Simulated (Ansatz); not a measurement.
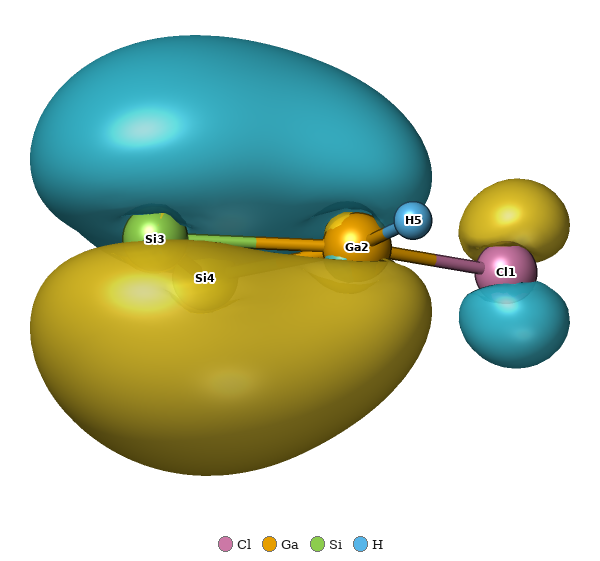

*ClGaHSi₂ (charge −1). The HOMO−1 at ±0.05 Å⁻³ᐟ² (yellow and cyan are the two phases), seen from one side.*

Geometry: PBE0-D3(BJ)/def2-SVPD.

Method: isolated molecule in a Gaussian basis; Kohn-Sham density functional theory, functional PBE0 (Ansatz 0.2.0).

```yaml
atoms:
  - { symbol: Cl, position_ang: [1.6193, -1.6498, -1.5465] }
  - { symbol: Ga, position_ang: [0.7951, 0.1765, -0.4684] }
  - { symbol: Si, position_ang: [-1.0504, 1.6302, 0.4428] }
  - { symbol: Si, position_ang: [-1.6470, -0.1979, -0.5732] }
  - { symbol: H, position_ang: [2.1386, 0.9298, -0.0986] }
```

> Where does this orbital lie, and at what energy?

It lies mainly on Si3 (about 40 %), Si4 (about 40 %) and Ga2 (about 20 %); it changes sign across the molecular plane (π type); π-bonding across Ga2–Si3, Ga2–Si4 and Si3–Si4. Its energy is −1.76 eV.
